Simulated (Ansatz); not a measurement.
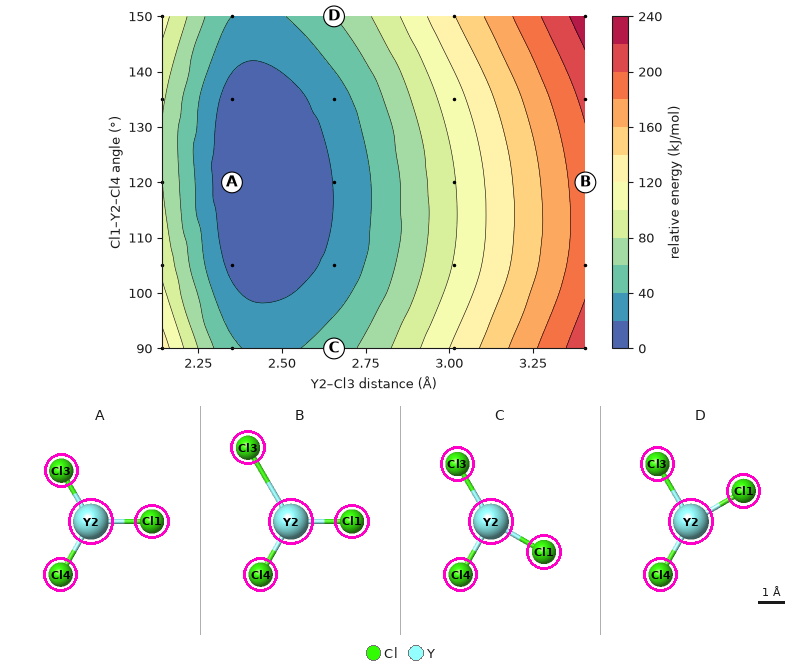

YCl$_{3}$: the Y2–Cl3 distance and the Cl1–Y2–Cl4 angle are varied on a grid, with the rest of the molecule carried along rigidly. The map is interpolated between the computed points (dots). The lettered frames are marked on it. The picture is a ball-and-stick view, seen face on. The ringed atoms are those of the scanned coordinates.

Computed with Ansatz: r2SCAN-D4, basis def2-TZVPP, on geometries moved rigidly from the minimum at PBE0-D4/def2-TZVP. Elements past krypton carry the basis set's effective core potentials. Energies are counted from the PBE0-D4/def2-TZVP minimum geometry at the same level.

Q: Describe the energy landscape.

A: In pairs of (Y2–Cl3 distance (Å); Cl1–Y2–Cl4 angle (°)): the lowest computed point lies at (2.351, 120.0) (5.5 kJ/mol), the highest at (3.407, 150.0) (231.1 kJ/mol). The frames lie at A (2.351, 120.0): 5.5 kJ/mol, B (3.407, 120.0): 192.1 kJ/mol, C (2.656, 90.0): 50.6 kJ/mol, D (2.656, 150.0): 59.6 kJ/mol.
